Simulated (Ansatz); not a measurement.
Geometry relaxation, with input and output: CuSi$_{16}$ (charge +1) (part 2 of 2)

CuSi$_{16}$ (defect cell, 17 atoms in the cell, total charge +1); DFT PBE, scalar-relativistic, plane waves, PAW, PAW set soft_1, no spin polarisation (Ansatz 0.2.0); cutoff 420 eV, 2×2×2 k-mesh, Gaussian smearing of 0.02 eV. It belongs to a series of runs on one base structure; here: end point A relaxed.

Geometry of the input (Å; fractional positions):
```
0.0000  5.4300  5.4300
5.4300  0.0000  5.4300
5.4300  5.4300  0.0000
Si 0.0000  0.0000  0.0000
Si 0.1250  0.1250  0.1250
Si -0.0000  0.0000  0.5000
Si 0.1250  0.1250  0.6250
Si -0.0000  0.5000  0.0000
Si 0.1250  0.6250  0.1250
Si -0.0000  0.5000  0.5000
Si 0.1250  0.6250  0.6250
Si 0.5000  -0.0000  0.0000
Si 0.6250  0.1250  0.1250
Si 0.5000  0.0000  0.5000
Si 0.6250  0.1250  0.6250
Si 0.5000  0.5000  0.0000
Si 0.6250  0.6250  0.1250
Si 0.5000  0.5000  0.5000
Si 0.6250  0.6250  0.6250
Cu 0.5584  0.8145  0.8117
```

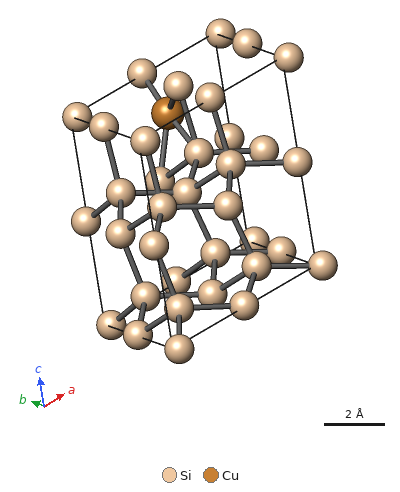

**Figure 1.** The geometry at step 12 of the log (ball-and-stick view of the cell of the calculation, seen slightly off an axis).

```
Free energy (F): -16802.562706 eV
[...]
Harris-Foulkes:  -16802.562706 eV  (|F-HF|=1.08e-9)
Internal energy: -16802.562706 eV  (E = F + TS)
E sigma→0 (E₀):  -16802.562706 eV
Fermi energy:    7.122066 eV
--- Per-component energies (eV) ---
  E_band       = -447.033679
  E_kinetic    = 910.382148
  E_local      = -8300.895969  (includes V_loc(G=0)·N_el)
  E_nonlocal   = 1251.936724
  E_hartree    = 3651.878879
  E_xc         = -964.734632
  E_vxc        = -843.607552  (∫ρ·V_xc dr)
  E_paw        = -10001.334813  (= ΣΔE_a)
  E_vpaw       = -768.607883  (= ΣTr[D̂ρ^β])
  E_aug_tail   = 0.001515  (compensation charges beyond the density's cutoff)
  E_ewald      = -3349.796558
  E_smearing   = -0.000000  (= −TS)
  E_closure    = 0.000000  (closes the sum)
  E_deformation_potential = 13.381798  (in the stress; not in F)
  Σ components = -16802.562706   (vs F -16802.562706, Δ=0.00e0)
--- Forces (eV/Å), atoms counted from 1 ---
  atom   1  Si    -0.00260032    -0.00138269    -0.00596840
  atom   2  Si     0.00274126     0.00367293     0.00442176
  atom   3  Si    -0.00216478    -0.00313322    -0.00432496
  atom   4  Si     0.00115570     0.00037936     0.00604091
  atom   5  Si    -0.00385229    -0.00129194    -0.00357545
  atom   6  Si     0.00239383     0.00435359     0.00348136
  atom   7  Si    -0.00081919    -0.00185063    -0.00434513
  atom   8  Si     0.00293545     0.00034150     0.00427523
  atom   9  Si    -0.00807677    -0.00077998    -0.00485219
  atom  10  Si     0.00657588    -0.00123884     0.00135201
  atom  11  Si    -0.00553619    -0.00131511    -0.00198720
  atom  12  Si     0.00475721     0.00193006     0.00008257
  atom  13  Si    -0.00399056     0.00016479    -0.00163150
  atom  14  Si     0.00559964    -0.00376949     0.00186273
  atom  15  Si    -0.00483136     0.00188731    -0.00077318
  atom  16  Si     0.00520459     0.00157446     0.00368338
  atom  17  Cu     0.00051705     0.00045710     0.00226108
  max |Σ_I F_I| component: 9.14e-6 eV/Å
--- Relaxed structure (23 steps of the walk, 19 accepted, 0 SCFs on fresh bases) ---
  F+E_penalty+E_count = -16802.56270617 eV   max|allowed force component| = 8.077e-3 eV/Å
  atoms:
    - { symbol: Si, position: [0.039425707075356115, -0.010308511005099616, -0.014620056247427718] }
    - { symbol: Si, position: [0.13274807059352584, 0.12900952332095517, 0.12640382398007374] }
    - { symbol: Si, position: [-0.0037781687861965373, 0.005639014009655537, 0.4989928773664626] }
    - { symbol: Si, position: [0.1327890558216462, 0.12891464183081733, 0.611655499706113] }
    - { symbol: Si, position: [-0.002117301683823014, 0.5032539770259645, 0.0015497348067370909] }
    - { symbol: Si, position: [0.13797520250704137, 0.6124518458815267, 0.12462575194568087] }
    - { symbol: Si, position: [-0.0020668948449062974, 0.503164090801755, 0.4970810945522288] }
    - { symbol: Si, position: [0.10991489211706157, 0.6316575639551534, 0.6290478274421717] }
    - { symbol: Si, position: [0.5066973737220285, 0.007566132978964024, 0.002333728660422807] }
    - { symbol: Si, position: [0.667735892100566, 0.10121995302418768, 0.11539236272322922] }
    - { symbol: Si, position: [0.5067498824815624, 0.007475666571668593, 0.4832669233214586] }
    - { symbol: Si, position: [0.6236221459362534, 0.13671096105461206, 0.6196749502650051] }
    - { symbol: Si, position: [0.5123880663631453, 0.4726045799565541, 0.007443781512804615] }
    - { symbol: Si, position: [0.6258531155880083, 0.6175297096982739, 0.13271655392497983] }
    - { symbol: Si, position: [0.481023677461934, 0.5108580377930625, 0.5039713448285204] }
    - { symbol: Si, position: [0.625854008531489, 0.6175046070307297, 0.6236848892881117] }
    - { symbol: Cu, position: [0.4635605750153087, 0.8392721060712209, 0.8484978119234282] }
```

**Trajectory as extended XYZ (Å, eV, eV/Å), 13 of the 23 frames kept, from step=1 to step=23**
```
17
Lattice="0.0000 5.4300 5.4300 5.4300 0.0000 5.4300 5.4300 5.4300 0.0000" Properties=species:S:1:pos:R:3:forces:R:3 step=1 energy=-16801.90392
Si    0.0000    0.0000    0.0000   -0.0492   0.0506   0.0496
Si    1.3575    1.3575    1.3575    0.0494   0.0138   0.0127
Si    2.7150    2.7150    0.0000    0.0147  -0.0137   0.0395
Si    4.0725    4.0725    1.3575   -0.0133  -0.0521   0.0135
Si    2.7150    0.0000    2.7150    0.0141   0.0375  -0.0137
Si    4.0725    1.3575    4.0725   -0.0126   0.0139  -0.0501
Si    5.4300    2.7150    2.7150   -0.0400  -0.0140  -0.0146
Si    6.7875    4.0725    4.0725    0.0500  -0.0486  -0.0498
Si    0.0000    2.7150    2.7150    1.6813   0.1405   0.1231
Si    1.3575    4.0725    4.0725   -0.3634   0.3689   0.3645
Si    2.7150    5.4300    2.7150   -0.1791  -1.8417   0.1849
Si    4.0725    6.7875    4.0725    0.1324  -0.1087   1.7397
Si    2.7150    2.7150    5.4300   -0.1314   0.1545  -1.7171
Si    4.0725    4.0725    6.7875    0.0898   1.6245  -0.0845
Si    5.4300    5.4300    5.4300    0.3772  -0.3719  -0.3757
Si    6.7875    6.7875    6.7875   -1.7773  -0.1222  -0.1407
Cu    8.8305    7.4396    7.4548    0.1574   0.1687  -0.0811
17
Lattice="0.0000 5.4300 5.4300 5.4300 0.0000 5.4300 5.4300 5.4300 0.0000" Properties=species:S:1:pos:R:3:forces:R:3 step=3 energy=-16802.50305
Si   -0.1112    0.1105    0.1110   -0.0675   0.0673   0.0675
Si    1.3718    1.3991    1.3993    0.0198  -0.0272  -0.0269
Si    2.7565    2.6732    0.0116   -0.0268   0.0263   0.0207
Si    4.0302    4.0578    1.3998    0.0263  -0.0186  -0.0265
Si    2.7563    0.0112    2.6737   -0.0271   0.0217   0.0270
Si    4.0306    1.3992    4.0581    0.0267  -0.0271  -0.0196
Si    5.4183    2.6731    2.6733   -0.0203   0.0261   0.0266
Si    6.8958    3.9636    3.9640    0.0653  -0.0653  -0.0653
Si    0.0791    2.7622    2.7612   -0.0090   0.0441   0.0517
Si    1.2299    4.1986    4.1998    0.0395  -0.0414  -0.0400
Si    2.6672    5.3486    2.7632   -0.0556  -0.0025   0.0533
Si    4.1196    6.7416    4.1497    0.0479  -0.0572  -0.0057
Si    2.6686    2.7627    5.3503   -0.0543   0.0444   0.0065
Si    4.1183    4.1479    6.7420    0.0468  -0.0138  -0.0490
Si    5.5543    5.3043    5.3054   -0.0417   0.0399   0.0413
Si    6.7097    6.7412    6.7403    0.0029  -0.0577  -0.0505
Cu    8.8355    7.4448    7.4522    0.0271   0.0410  -0.0111
17
Lattice="0.0000 5.4300 5.4300 5.4300 0.0000 5.4300 5.4300 5.4300 0.0000" Properties=species:S:1:pos:R:3:forces:R:3 step=5 energy=-16802.50730
Si   -0.1339    0.1192    0.1284   -0.0048   0.0085   0.0183
Si    1.3613    1.4089    1.4005   -0.0026  -0.0174  -0.0216
Si    2.7566    2.6611    0.0100   -0.0009   0.0189   0.0073
Si    4.0268    4.0444    1.4085   -0.0020   0.0001  -0.0261
Si    2.7582    0.0254    2.6671    0.0082   0.0069   0.0179
Si    4.0319    1.4119    4.0595    0.0016  -0.0251  -0.0035
Si    5.4297    2.6622    2.6699   -0.0007   0.0174   0.0249
Si    6.9178    3.9547    3.9471    0.0005  -0.0088  -0.0171
Si    0.0806    2.7739    2.7753   -0.0311  -0.0457   0.0688
Si    1.2246    4.2184    4.2106    0.0025   0.0075  -0.0185
Si    2.6633    5.3506    2.7657   -0.0303  -0.0056   0.0093
Si    4.1306    6.7336    4.1494    0.0751   0.0487  -0.0159
Si    2.6576    2.7700    5.3501   -0.0758  -0.0601   0.0206
Si    4.1207    4.1467    6.7408    0.0258   0.0127  -0.0073
Si    5.5583    5.2835    5.2950   -0.0077  -0.0087   0.0217
Si    6.7095    6.7279    6.7252    0.0260   0.0336  -0.0708
Cu    8.8368    7.4472    7.4517    0.0160   0.0171  -0.0081
17
Lattice="0.0000 5.4300 5.4300 5.4300 0.0000 5.4300 5.4300 5.4300 0.0000" Properties=species:S:1:pos:R:3:forces:R:3 step=7 energy=-16801.83755 accepted=F
Si   -0.1732    0.1160    0.2332    0.1471  -0.0689  -0.3685
Si    1.4162    1.3887    1.3563    0.0499   0.1095   0.5467
Si    2.7680    2.6882   -0.0425    0.1395  -0.1356  -0.0970
Si    3.9217    4.0788    1.4324   -0.0478  -0.0255   0.5952
Si    2.8554    0.0131    2.6346   -0.0676  -0.1551  -0.4563
Si    4.0268    1.3632    4.1216   -0.1793   0.3085  -0.0062
Si    5.3534    2.6828    2.7131    0.0476  -0.0583  -0.5557
Si    6.9584    3.9494    3.8407   -0.0771   0.0239   0.3473
Si    0.1219    2.6548    2.8964    1.2125   1.3304  -1.7007
Si    1.1785    4.2972    4.1959   -0.0823  -0.2187   0.3597
Si    2.5868    5.4750    2.8080    0.6102   0.0116  -0.4722
Si    4.3154    6.8006    4.1752   -1.7810  -1.3354   0.9892
Si    2.4742    2.6760    5.3292    1.7238   1.4833  -1.0885
Si    4.1883    4.0547    6.6994   -0.5690   0.0036   0.4491
Si    5.6070    5.1927    5.3155    0.2049   0.2112  -0.4380
Si    6.6634    6.8365    6.6114   -1.1654  -1.2351   1.8348
Cu    8.8683    7.4722    7.4346   -0.1661  -0.2493   0.0612
17
Lattice="0.0000 5.4300 5.4300 5.4300 0.0000 5.4300 5.4300 5.4300 0.0000" Properties=species:S:1:pos:R:3:forces:R:3 step=8 energy=-16802.49609 accepted=F
Si   -0.1261    0.1088    0.1372   -0.0214   0.0031  -0.0119
Si    1.3702    1.4102    1.3885    0.0021  -0.0421  -0.0045
Si    2.7555    2.6653   -0.0055   -0.0031   0.0274   0.0321
Si    4.0184    4.0431    1.4020    0.0187   0.0348  -0.0100
Si    2.7621    0.0374    2.6759   -0.0057  -0.0151  -0.0005
Si    4.0373    1.4076    4.0786    0.0072  -0.0392  -0.0107
Si    5.4155    2.6645    2.6791   -0.0242   0.0253  -0.0001
Si    6.9153    3.9596    3.9339    0.0275  -0.0100   0.0005
Si    0.0985    2.7382    2.8110    0.0123   0.2569  -0.1202
Si    1.2402    4.2437    4.1887    0.0254  -0.0181   0.0144
Si    2.6640    5.3768    2.7429    0.0469   0.0713   0.0984
Si    4.1799    6.7577    4.1666   -0.2002  -0.2222  -0.0894
Si    2.6042    2.7322    5.3408    0.2028   0.3067   0.0410
Si    4.1174    4.1422    6.7644   -0.0703  -0.2470  -0.0629
Si    5.5488    5.2496    5.3123   -0.0523   0.0273   0.0141
Si    6.6830    6.7526    6.6949    0.0262  -0.1610   0.1131
Cu    8.8462    7.4501    7.4434    0.0078   0.0020  -0.0036
17
Lattice="0.0000 5.4300 5.4300 5.4300 0.0000 5.4300 5.4300 5.4300 0.0000" Properties=species:S:1:pos:R:3:forces:R:3 step=10 energy=-16802.50895 accepted=F
Si   -0.1460    0.1010    0.1598    0.0270   0.0949  -0.0769
Si    1.3543    1.4215    1.3908    0.0190  -0.0820   0.0573
Si    2.7460    2.6527   -0.0132    0.0265   0.0653  -0.0039
Si    4.0125    4.0196    1.4091    0.0094  -0.0187   0.0498
Si    2.7641    0.0504    2.6727   -0.0116   0.0193  -0.0416
Si    4.0404    1.4132    4.0892   -0.0297  -0.0539  -0.0079
Si    5.4286    2.6472    2.6838   -0.0071   0.0769  -0.0638
Si    6.9230    3.9690    3.9239   -0.0218  -0.0828   0.0760
Si    0.0888    2.7647    2.8126   -0.0043   0.0635  -0.0765
Si    1.2318    4.2680    4.1912   -0.0207  -0.0766   0.0665
Si    2.6758    5.3746    2.7546    0.0120   0.0021  -0.0181
Si    4.1723    6.7396    4.1577   -0.0605  -0.0682   0.0150
Si    2.6148    2.7674    5.3390    0.0626   0.0715   0.0097
Si    4.1037    4.1348    6.7539   -0.0061  -0.0036   0.0146
Si    5.5500    5.2417    5.3172    0.0068   0.0801  -0.0516
Si    6.7026    6.7441    6.6907   -0.0156  -0.0589   0.0702
Cu    8.8678    7.4302    7.4219    0.0142  -0.0289  -0.0187
17
Lattice="0.0000 5.4300 5.4300 5.4300 0.0000 5.4300 5.4300 5.4300 0.0000" Properties=species:S:1:pos:R:3:forces:R:3 step=12 energy=-16802.51814
Si   -0.1418    0.1172    0.1431    0.0063   0.0191  -0.0099
Si    1.3600    1.4137    1.3946    0.0050  -0.0199   0.0092
Si    2.7526    2.6611    0.0024    0.0138   0.0132  -0.0028
Si    4.0197    4.0419    1.4093   -0.0023  -0.0047   0.0077
Si    2.7577    0.0348    2.6725    0.0008  -0.0001  -0.0052
Si    4.0357    1.4125    4.0710   -0.0088  -0.0153  -0.0055
Si    5.4258    2.6604    2.6767    0.0040   0.0144  -0.0165
Si    6.9179    3.9616    3.9404   -0.0135  -0.0071   0.0183
Si    0.0865    2.7633    2.8035   -0.0117   0.0254  -0.0178
Si    1.2279    4.2495    4.2007   -0.0095  -0.0181   0.0128
Si    2.6665    5.3696    2.7643   -0.0038   0.0196  -0.0023
Si    4.1586    6.7416    4.1573   -0.0168  -0.0216   0.0131
Si    2.6265    2.7642    5.3421    0.0147   0.0221   0.0137
Si    4.1085    4.1337    6.7499   -0.0024   0.0093   0.0093
Si    5.5471    5.2579    5.3139    0.0083   0.0181  -0.0113
Si    6.7034    6.7429    6.7011   -0.0135  -0.0250   0.0193
Cu    8.8779    7.4136    7.4120    0.0294  -0.0293  -0.0321
17
Lattice="0.0000 5.4300 5.4300 5.4300 0.0000 5.4300 5.4300 5.4300 0.0000" Properties=species:S:1:pos:R:3:forces:R:3 step=14 energy=-16802.52592
Si   -0.1485    0.1226    0.1508    0.0106   0.0280  -0.0164
Si    1.3599    1.4164    1.3964    0.0159  -0.0326   0.0262
Si    2.7505    2.6639    0.0027    0.0206   0.0313  -0.0072
Si    4.0153    4.0440    1.4137   -0.0034  -0.0145   0.0115
Si    2.7520    0.0357    2.6793    0.0037  -0.0101  -0.0102
Si    4.0335    1.4156    4.0728   -0.0256  -0.0255  -0.0174
Si    5.4249    2.6626    2.6792    0.0096   0.0332  -0.0243
Si    6.9089    3.9686    3.9489   -0.0253  -0.0140   0.0333
Si    0.0866    2.7672    2.8091   -0.0243   0.0523  -0.0304
Si    1.2210    4.2599    4.2044   -0.0139  -0.0342   0.0189
Si    2.6623    5.3739    2.7704   -0.0100   0.0277  -0.0011
Si    4.1578    6.7445    4.1562   -0.0353  -0.0390   0.0080
Si    2.6199    2.7709    5.3409    0.0252   0.0461   0.0270
Si    4.1005    4.1320    6.7559   -0.0026   0.0046   0.0161
Si    5.5385    5.2610    5.3247    0.0132   0.0337  -0.0195
Si    6.7056    6.7476    6.7018   -0.0078  -0.0460   0.0402
Cu    8.9418    7.3536    7.3475    0.0495  -0.0411  -0.0548
17
Lattice="0.0000 5.4300 5.4300 5.4300 0.0000 5.4300 5.4300 5.4300 0.0000" Properties=species:S:1:pos:R:3:forces:R:3 step=16 energy=-16802.54038
Si   -0.1548    0.1310    0.1582    0.0120   0.0295  -0.0175
Si    1.3636    1.4177    1.4037    0.0233  -0.0316   0.0354
Si    2.7455    2.6692    0.0034    0.0210   0.0380  -0.0124
Si    4.0121    4.0449    1.4171   -0.0060  -0.0226   0.0141
Si    2.7457    0.0268    2.6874    0.0044  -0.0168  -0.0106
Si    4.0256    1.4180    4.0711   -0.0353  -0.0240  -0.0258
Si    5.4245    2.6670    2.6851    0.0158   0.0400  -0.0241
Si    6.8920    3.9791    3.9654   -0.0287  -0.0181   0.0374
Si    0.0852    2.7738    2.8132   -0.0337   0.0565  -0.0328
Si    1.2127    4.2694    4.2087   -0.0134  -0.0424   0.0158
Si    2.6581    5.3767    2.7762   -0.0071   0.0344  -0.0002
Si    4.1493    6.7496    4.1499   -0.0414  -0.0443  -0.0037
Si    2.6143    2.7806    5.3416    0.0301   0.0512   0.0384
Si    4.0947    4.1267    6.7602   -0.0056  -0.0074   0.0160
Si    5.5269    5.2762    5.3381    0.0132   0.0429  -0.0184
Si    6.7126    6.7539    6.7099    0.0030  -0.0500   0.0448
Cu    9.0224    7.2790    7.2654    0.0486  -0.0352  -0.0565
17
Lattice="0.0000 5.4300 5.4300 5.4300 0.0000 5.4300 5.4300 5.4300 0.0000" Properties=species:S:1:pos:R:3:forces:R:3 step=17 energy=-16802.55766
Si   -0.1586    0.1492    0.1616    0.0278  -0.0311  -0.0150
Si    1.3788    1.4175    1.4223   -0.0211   0.0094  -0.0148
Si    2.7404    2.6815    0.0040   -0.0069  -0.0174   0.0461
Si    4.0090    4.0483    1.4221    0.0125   0.0373  -0.0199
Si    2.7369   -0.0046    2.6991   -0.0059   0.0267   0.0145
Si    4.0047    1.4221    4.0566    0.0124   0.0027   0.0097
Si    5.4275    2.6792    2.6928   -0.0417  -0.0171   0.0145
Si    6.8587    3.9930    4.0007    0.0209   0.0009  -0.0271
Si    0.0742    2.7865    2.8105    0.0143  -0.0339   0.0169
Si    1.2007    4.2678    4.2162   -0.0183   0.0214  -0.0016
Si    2.6493    5.3830    2.7860   -0.0042  -0.0586   0.0271
Si    4.1245    6.7546    4.1343   -0.0009   0.0382  -0.0524
Si    2.6144    2.7964    5.3538   -0.0066  -0.0198  -0.0112
Si    4.0946    4.1172    6.7603   -0.0100   0.0121  -0.0094
Si    5.5111    5.3159    5.3543   -0.0281   0.0099   0.0418
Si    6.7274    6.7581    6.7340    0.0433   0.0457  -0.0074
Cu    9.1369    7.1738    7.1463    0.0126  -0.0264  -0.0119
17
Lattice="0.0000 5.4300 5.4300 5.4300 0.0000 5.4300 5.4300 5.4300 0.0000" Properties=species:S:1:pos:R:3:forces:R:3 step=19 energy=-16802.56020
Si   -0.1430    0.1354    0.1505    0.0369  -0.0102  -0.0126
Si    1.3775    1.4154    1.4202   -0.0158  -0.0046   0.0075
Si    2.7307    2.6895    0.0075    0.0179   0.0138  -0.0173
Si    4.0160    4.0485    1.4166   -0.0182  -0.0136   0.0073
Si    2.7261   -0.0009    2.7144    0.0182  -0.0005  -0.0057
Si    4.0071    1.4209    4.0619   -0.0219  -0.0010   0.0054
Si    5.4259    2.6876    2.7078    0.0275   0.0104  -0.0079
Si    6.8401    4.0137    4.0212   -0.0238  -0.0138   0.0168
Si    0.0632    2.7784    2.8050    0.0153   0.0380   0.0200
Si    1.2043    4.2561    4.1991   -0.0108  -0.0262  -0.0228
Si    2.6563    5.3799    2.7842    0.0085   0.0167   0.0252
Si    4.1113    6.7647    4.1279   -0.0148  -0.0278  -0.0125
Si    2.6156    2.7976    5.3573    0.0050   0.0467   0.0063
Si    4.0788    4.1203    6.7685   -0.0165  -0.0657  -0.0100
Si    5.4941    5.3402    5.3798    0.0160   0.0276   0.0025
Si    6.7368    6.7755    6.7475   -0.0018  -0.0209  -0.0054
Cu    9.1896    7.1168    7.0855   -0.0216   0.0311   0.0029
17
Lattice="0.0000 5.4300 5.4300 5.4300 0.0000 5.4300 5.4300 5.4300 0.0000" Properties=species:S:1:pos:R:3:forces:R:3 step=21 energy=-16802.56262
Si   -0.1363    0.1341    0.1557   -0.0027   0.0060   0.0143
Si    1.3865    1.4068    1.4209   -0.0047  -0.0024  -0.0033
Si    2.7388    2.6887    0.0092    0.0037   0.0014   0.0083
Si    4.0199    4.0433    1.4207    0.0009   0.0001  -0.0044
Si    2.7398   -0.0040    2.7206    0.0032   0.0015   0.0054
Si    4.0028    1.4264    4.0736   -0.0005  -0.0063  -0.0121
Si    5.4312    2.6875    2.7180   -0.0025   0.0036   0.0082
Si    6.8441    4.0125    4.0271    0.0002   0.0019  -0.0103
Si    0.0559    2.7644    2.7941    0.0071   0.0006  -0.0011
Si    1.1800    4.2528    4.1775   -0.0122   0.0010  -0.0056
Si    2.6631    5.3771    2.7916    0.0157   0.0011  -0.0039
Si    4.1082    6.7530    4.1286   -0.0044  -0.0061   0.0033
Si    2.6068    2.8206    5.3485    0.0179  -0.0033   0.0124
Si    4.0756    4.1172    6.7545   -0.0084   0.0138  -0.0070
Si    5.5082    5.3478    5.3860    0.0017  -0.0027   0.0014
Si    6.7407    6.7841    6.7502   -0.0136  -0.0007  -0.0015
Cu    9.1654    7.1274    7.0782   -0.0013  -0.0096  -0.0041
17
Lattice="0.0000 5.4300 5.4300 5.4300 0.0000 5.4300 5.4300 5.4300 0.0000" Properties=species:S:1:pos:R:3:forces:R:3 step=23 energy=-16802.56271
Si   -0.1354    0.1347    0.1581   -0.0026  -0.0014  -0.0060
Si    1.3869    1.4072    1.4213    0.0027   0.0037   0.0044
Si    2.7402    2.6890    0.0101   -0.0022  -0.0031  -0.0043
Si    4.0213    4.0423    1.4211    0.0012   0.0004   0.0060
Si    2.7411   -0.0031    2.7212   -0.0039  -0.0013  -0.0036
Si    4.0023    1.4259    4.0748    0.0024   0.0044   0.0035
Si    5.4313    2.6879    2.7210   -0.0008  -0.0019  -0.0043
Si    6.8456    4.0126    4.0267    0.0029   0.0003   0.0043
Si    0.0538    2.7640    2.7925   -0.0081  -0.0008  -0.0049
Si    1.1762    4.2524    4.1754    0.0066  -0.0012   0.0014
Si    2.6647    5.3758    2.7922   -0.0055  -0.0013  -0.0020
Si    4.1072    6.7511    4.1286    0.0048   0.0019   0.0001
Si    2.6067    2.8227    5.3485   -0.0040   0.0002  -0.0016
Si    4.0738    4.1190    6.7516    0.0056  -0.0038   0.0019
Si    5.5105    5.3485    5.3859   -0.0048   0.0019  -0.0008
Si    6.7397    6.7850    6.7514    0.0052   0.0016   0.0037
Cu    9.1646    7.1245    7.0744    0.0005   0.0005   0.0023
```
